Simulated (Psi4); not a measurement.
# SiF$_{2}$: geometry relaxation (part 2 of 3)

The same run, continued: SiF$_{2}$; MP2/aug-cc-pVDZ, RHF (Psi4 1.11). The geometry comes from this level: GFN2-xTB.

Geometry of the input (Å):
```
Si 0.0042  -0.0077  -0.7448
F  1.1659  -0.0173  0.3806
F  -1.1702  0.0250  0.3642
```

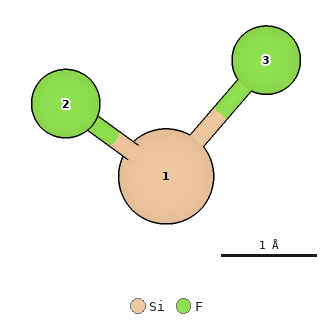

The structure as given in the input (ball-and-stick view, seen at a tilt; atoms are numbered from 1 in the order of the input).

### The program's output, continued
```
	----------------------------------------------------------------------------------------------~
	   Step    Total Energy     Delta E     Max Force     RMS Force      Max Disp      RMS Disp   ~
	----------------------------------------------------------------------------------------------~
	  Convergence Criteria     1.00e-06 *    3.00e-04 *             o    1.20e-03 *             o~
	----------------------------------------------------------------------------------------------~
	     1    -488.41755157   -4.88e+02      3.85e-02      3.25e-02 o    1.49e-01      9.85e-02 o  ~
	----------------------------------------------------------------------------------------------

Next Geometry in Ang
	Fragment 1 (Ang)

	   Si  -0.0038452937  -0.5968589113   0.0000000000
	    F  -1.2693394981   0.4591972924   0.0000000000
	    F   1.2749645064   0.4417650274   0.0000000000

    Structure for next step:
    Molecular point group: cs
    Full point group: Cs

    Geometry (in Bohr), charge = 0, multiplicity = 1:

    SI          -0.007246119759    -1.139889162856     0.000000000000
    F           -2.398683579453     0.855767835050     0.000000000000
    F            2.409354168892     0.822825628502     0.000000000000

gradient() will perform analytic gradient computation.
    SCF Algorithm Type (re)set to DF.

  ==> Geometry <==

    Molecular point group: cs
    Full point group: Cs

    Geometry (in Bohr), charge = 0, multiplicity = 1:

       Center              X                  Y                   Z               Mass
    ------------   -----------------  -----------------  -----------------  -----------------
         SI          -0.007246119759    -1.139889162856     0.000000000000    27.976926534650
         F           -2.398683579453     0.855767835050     0.000000000000    18.998403162730
         F            2.409354168892     0.822825628502     0.000000000000    18.998403162730

  Running in cs symmetry.

  Rotational constants: A =      0.95373  B =      0.27413  C =      0.21293 [cm^-1]
  Rotational constants: A =  28592.24913  B =   8218.10457  C =   6383.36961 [MHz]
  Nuclear repulsion =   97.771602508547545

  Charge       = 0
  Multiplicity = 1
  Electrons    = 32
  Nalpha       = 16
  Nbeta        = 16

  ==> Algorithm <==

  SCF Algorithm Type is DF.
  DIIS enabled.
  MOM disabled.
  Fractional occupation disabled.
  Guess Type is READ.
  Energy threshold   = 1.00e-10
  Density threshold  = 1.00e-10
  Integral threshold = 1.00e-12

   => Loading Basis Set <=

    Name: AUG-CC-PVDZ
    Role: ORBITAL
    Keyword: BASIS

  Reading orbitals from file scr/job.system.15197.180.npy, no projection.

   => Auxiliary Basis Set <=

  Basis Set: (AUG-CC-PVDZ AUX)
    Blend: AUG-CC-PVDZ-JKFIT
    Number of shells: 96
    Number of basis functions: 300
    Number of Cartesian functions: 352
    Spherical Harmonics?: true
    Max angular momentum: 3

  Minimum eigenvalue in the overlap matrix is 1.5356146809E-03.
  Reciprocal condition number of the overlap matrix is 3.1601658916E-04.
    Using symmetric orthogonalization.

  ==> Pre-Iterations <==

  SCF Guess: Orbitals guess was supplied from a previous computation.

   -------------------------------------------------------
    Irrep   Nso     Nmo     Nalpha   Nbeta   Ndocc  Nsocc
   -------------------------------------------------------
     A'        51      51      13      13      13       0
     A"        22      22       3       3       3       0
   -------------------------------------------------------
    Total      73      73      16      16      16       0
   -------------------------------------------------------

  ==> Iterations <==

                           Total Energy        Delta E     RMS |[F,P]|

   @DF-RHF iter   0:  -487.92442032107226   -4.87924e+02   4.21768e-03
   @DF-RHF iter   1:  -487.92461887093725   -1.98550e-04   3.62665e-04 ADIIS/DIIS
   @DF-RHF iter   2:  -487.92486841094552   -2.49540e-04   1.71482e-04 ADIIS/DIIS
   @DF-RHF iter   3:  -487.92491175141862   -4.33405e-05   7.29752e-05 DIIS
   @DF-RHF iter   4:  -487.92492438251486   -1.26311e-05   1.11581e-05 DIIS
   @DF-RHF iter   5:  -487.92492479085661   -4.08342e-07   2.05711e-06 DIIS
   @DF-RHF iter   6:  -487.92492480727623   -1.64196e-08   3.81566e-07 DIIS
   @DF-RHF iter   7:  -487.92492480790241   -6.26187e-10   6.33366e-08 DIIS
   @DF-RHF iter   8:  -487.92492480791867   -1.62572e-11   3.12400e-08 DIIS
   @DF-RHF iter   9:  -487.92492480792043   -1.76215e-12   7.79295e-09 DIIS
   @DF-RHF iter  10:  -487.92492480792077   -3.41061e-13   1.47840e-09 DIIS
   @DF-RHF iter  11:  -487.92492480792066    1.13687e-13   2.31134e-10 DIIS
   @DF-RHF iter  12:  -487.92492480792072   -5.68434e-14   5.44749e-11 DIIS
  Energy and wave function converged.

  ==> Post-Iterations <==

    Final Occupation by Irrep:
             Ap   App
    DOCC [    13,    3 ]
    NA   [    13,    3 ]
    NB   [    13,    3 ]

  @DF-RHF Final Energy:  -487.92492480792072

   => Energetics <=

    Nuclear Repulsion Energy =             97.7716025085475451
    One-Electron Energy =                -874.2654013436583682
    Two-Electron Energy =                 288.5688740271901338
    Total Energy =                       -487.9249248079207177

Computation Completed

Properties will be evaluated at   0.000000,   0.000000,   0.000000 [a0]

Properties computed using the SCF density matrix

 Multipole Moments:

 ------------------------------------------------------------------------------------
     Multipole            Electronic (a.u.)      Nuclear  (a.u.)        Total (a.u.)
 ------------------------------------------------------------------------------------

 L = 1.  Multiply by 2.5417464519 to convert [e a0] to [Debye]
 Dipole X            :          0.0028652           -0.0054104           -0.0025452
 Dipole Y            :          0.2266878           -0.8511071           -0.6244193
 Dipole Z            :          0.0000000            0.0000000            0.0000000
 Magnitude           :                                                    0.6244245

 ------------------------------------------------------------------------------------

	total time  =          0 seconds =       0.00 minutes

  //>>>>>>>>>>>>>>>>>>>>>>>>>>>>>>>>>>>//
  //               DFMP2               //
  //<<<<<<<<<<<<<<<<<<<<<<<<<<<<<<<<<<<//

  ==> Geometry <==

    Molecular point group: cs
    Full point group: Cs

    Geometry (in Bohr), charge = 0, multiplicity = 1:

       Center              X                  Y                   Z               Mass
    ------------   -----------------  -----------------  -----------------  -----------------
         SI          -0.007246119759    -1.139889162856     0.000000000000    27.976926534650
         F           -2.398683579453     0.855767835050     0.000000000000    18.998403162730
         F            2.409354168892     0.822825628502     0.000000000000    18.998403162730

  Nuclear repulsion =   97.771602508547545
  Reference energy  = -487.924924807920718

  => Iterations <=

             Iter  Converged  Remaining    Residual
  CGR           1          0          1   1.365E-01
  CGR           2          0          1   2.769E-02
  CGR           3          0          1   6.282E-03
  CGR           4          0          1   1.614E-03
  CGR           5          0          1   1.771E-04
  CGR           6          0          1   5.990E-05
  CGR           7          0          1   1.502E-05
  CGR           8          0          1   3.256E-06
  CGR           9          1          0   8.217E-07

    CGRSolver converged.

   => Auxiliary Basis Set <=

  Basis Set: (AUG-CC-PVDZ AUX)
    Blend: AUG-CC-PVDZ-JKFIT
    Number of shells: 96
    Number of basis functions: 300
    Number of Cartesian functions: 352
    Spherical Harmonics?: true
    Max angular momentum: 3

	-----------------------------------------------------------
	 ==================> DF-MP2 Energies <====================
	-----------------------------------------------------------
	 Reference Energy          =    -487.9249248079207177 [Eh]
	 Singles Energy            =      -0.0000000000000000 [Eh]
	 Same-Spin Energy          =      -0.1336853963828548 [Eh]
	 Opposite-Spin Energy      =      -0.3630607910776582 [Eh]
	 Correlation Energy        =      -0.4967461874605129 [Eh]
	 Total Energy              =    -488.4216709953812483 [Eh]
	-----------------------------------------------------------
	 ================> DF-SCS-MP2 Energies <==================
	-----------------------------------------------------------
	 SCS Same-Spin Scale       =       0.3333333333333333 [-]
	 SCS Opposite-Spin Scale   =       1.2000000000000000 [-]
	 SCS Same-Spin Energy      =      -0.0445617987942849 [Eh]
	 SCS Opposite-Spin Energy  =      -0.4356729492931898 [Eh]
	 SCS Correlation Energy    =      -0.4802347480874747 [Eh]
	 SCS Total Energy          =    -488.4051595560081864 [Eh]
	-----------------------------------------------------------

  -Total Gradient:
     Atom            X                  Y                   Z
    ------   -----------------  -----------------  -----------------
       1        0.000392381470     0.010000468883     0.000000000000
       2        0.003017775805    -0.004886903217     0.000000000000
       3       -0.003410157275    -0.005113565668     0.000000000000

	total time  =          1 seconds =       0.02 minutes

    			-----------------------------------------

    			 OPTKING 3.0: for geometry optimizations

    			        with contributions from

    			-----------------------------------------

	                            ===> Fragment 1 <==

	 Z (Atomic Numbers)          Masses                          Geom
	      14.000000            27.976927         -0.00724612 -1.13988916  0.00000000
	       9.000000            18.998403         -2.39868358  0.85576784  0.00000000
	       9.000000            18.998403          2.40935417  0.82282563  0.00000000

	 - Coordinate -           - BOHR/RAD -       - ANG/DEG -
	 R(1,2)           =         3.114742           1.648251
	 R(1,3)           =         3.113231           1.647451
	 B(2,1,3)         =         1.764042         101.072149

	        --- Internal Coordinate Step in ANG or DEG, aJ/ANG or AJ/DEG ---
	-------------------------------------------------------------------------------
	           Coordinate      Previous         Force          Change          New
	           ----------      --------        ------          ------        ------
	               R(1,2)       1.64825        0.04489        0.00678       1.65503
	               R(1,3)       1.64745        0.04837        0.00723       1.65468
	             B(2,1,3)     101.07215       -0.00043       -1.02516     100.04699
	-------------------------------------------------------------------------------

	                                 ==> Convergence Check <==

	Measures of convergence in internal coordinates in au.

	Criteria marked as inactive (o), active & met (*), and active & unmet ( ).

	----------------------------------------------------------------------------------------------
	   Step    Total Energy     Delta E     Max Force     RMS Force      Max Disp      RMS Disp
	----------------------------------------------------------------------------------------------
	  Convergence Criteria     1.00e-06 *    3.00e-04 *             o    1.20e-03 *             o
	----------------------------------------------------------------------------------------------
	     2    -488.42167100   -4.12e-03      5.87e-03      5.66e-03 o    1.79e-02      1.50e-02 o  ~
	----------------------------------------------------------------------------------------------

Next Geometry in Ang
	Fragment 1 (Ang)

	   Si  -0.0040608380  -0.6137614117   0.0000000000
	    F  -1.2651624045   0.4580385387   0.0000000000
	    F   1.2710353939   0.4407929122   0.0000000000

    Structure for next step:
    Molecular point group: cs
    Full point group: Cs

    Geometry (in Bohr), charge = 0, multiplicity = 1:

    SI          -0.007615657884    -1.157125684571     0.000000000000
    F           -2.390752235019     0.868282682925     0.000000000000
    F            2.401967003929     0.835693171852     0.000000000000

gradient() will perform analytic gradient computation.
    SCF Algorithm Type (re)set to DF.

  ==> Geometry <==

    Molecular point group: cs
    Full point group: Cs

    Geometry (in Bohr), charge = 0, multiplicity = 1:

       Center              X                  Y                   Z               Mass
    ------------   -----------------  -----------------  -----------------  -----------------
         SI          -0.007615657884    -1.157125684571     0.000000000000    27.976926534650
         F           -2.390752235019     0.868282682925     0.000000000000    18.998403162730
         F            2.401967003929     0.835693171852     0.000000000000    18.998403162730

  Running in cs symmetry.

  Rotational constants: A =      0.92553  B =      0.27588  C =      0.21253 [cm^-1]
  Rotational constants: A =  27746.68600  B =   8270.72849  C =   6371.50972 [MHz]
  Nuclear repulsion =   97.482949042708753

  Charge       = 0
  Multiplicity = 1
  Electrons    = 32
  Nalpha       = 16
  Nbeta        = 16

   => Auxiliary Basis Set <=

  Basis Set: (AUG-CC-PVDZ AUX)
    Blend: AUG-CC-PVDZ-JKFIT
    Number of shells: 96
    Number of basis functions: 300
    Number of Cartesian functions: 352
    Spherical Harmonics?: true
    Max angular momentum: 3

  Minimum eigenvalue in the overlap matrix is 1.5578584021E-03.
  Reciprocal condition number of the overlap matrix is 3.2050403731E-04.
    Using symmetric orthogonalization.

  ==> Iterations <==

                           Total Energy        Delta E     RMS |[F,P]|

   @DF-RHF iter   0:  -487.92060154647675   -4.87921e+02   6.57960e-04
   @DF-RHF iter   1:  -487.92463743828324   -4.03589e-03   4.25844e-05 DIIS
   @DF-RHF iter   2:  -487.92464235946187   -4.92118e-06   1.87497e-05 DIIS
   @DF-RHF iter   3:  -487.92464301969153   -6.60230e-07   9.65360e-06 DIIS
   @DF-RHF iter   4:  -487.92464318729355   -1.67602e-07   1.62588e-06 DIIS
   @DF-RHF iter   5:  -487.92464319779901   -1.05055e-08   3.26033e-07 DIIS
   @DF-RHF iter   6:  -487.92464319819356   -3.94550e-10   5.81018e-08 DIIS
   @DF-RHF iter   7:  -487.92464319820795   -1.43814e-11   1.41116e-08 DIIS
   @DF-RHF iter   8:  -487.92464319820840   -4.54747e-13   6.56338e-09 DIIS
   @DF-RHF iter   9:  -487.92464319820920   -7.95808e-13   1.78814e-09 DIIS
   @DF-RHF iter  10:  -487.92464319820857    6.25278e-13   3.06076e-10 DIIS
   @DF-RHF iter  11:  -487.92464319820863   -5.68434e-14   4.54053e-11 DIIS
  Energy and wave function converged.

  ==> Post-Iterations <==

    Final Occupation by Irrep:
             Ap   App
    DOCC [    13,    3 ]
    NA   [    13,    3 ]
    NB   [    13,    3 ]

  @DF-RHF Final Energy:  -487.92464319820863

   => Energetics <=

    Nuclear Repulsion Energy =             97.4829490427087535
    One-Electron Energy =                -873.7202688047982519
    Two-Electron Energy =                 288.3126765638809275
    Total Energy =                       -487.9246431982086278

Computation Completed

Properties will be evaluated at   0.000000,   0.000000,   0.000000 [a0]

Properties computed using the SCF density matrix

 Multipole Moments:

 ------------------------------------------------------------------------------------
     Multipole            Electronic (a.u.)      Nuclear  (a.u.)        Total (a.u.)
```
